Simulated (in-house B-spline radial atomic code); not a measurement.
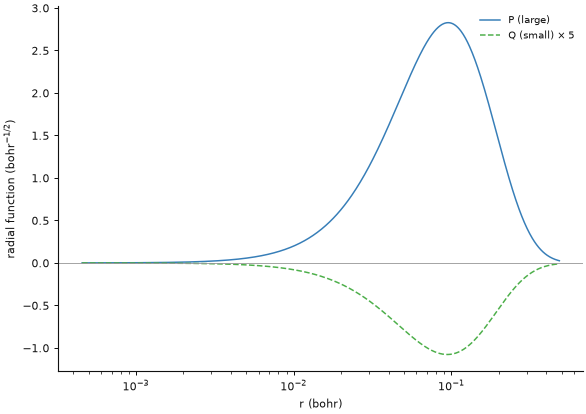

The Ru³⁸⁺ ion in the configuration [He] 2s2 2p2 (open shells shared over both j by 2j + 1). Level of theory: Dirac-Hartree-Fock, average of configuration, Fermi nucleus, basis-set limit. Computed with an in-house B-spline radial code.

The plot shows the large and small radial components of one occupied spinor.

> Which spinor (n, l, j) is it?

It is 2p3/2. The spinor has κ = −2: the large component has l = 1 and 0 radial nodes, the small one has l = 2. The small component carries 0.57 % of the norm; ⟨r⟩ = 0.120 bohr and the eigenvalue is −5524 eV. The nodes of P give n − l − 1 and its extent picks the shell; Q has as many nodes as P for κ < 0 and one more for κ > 0.
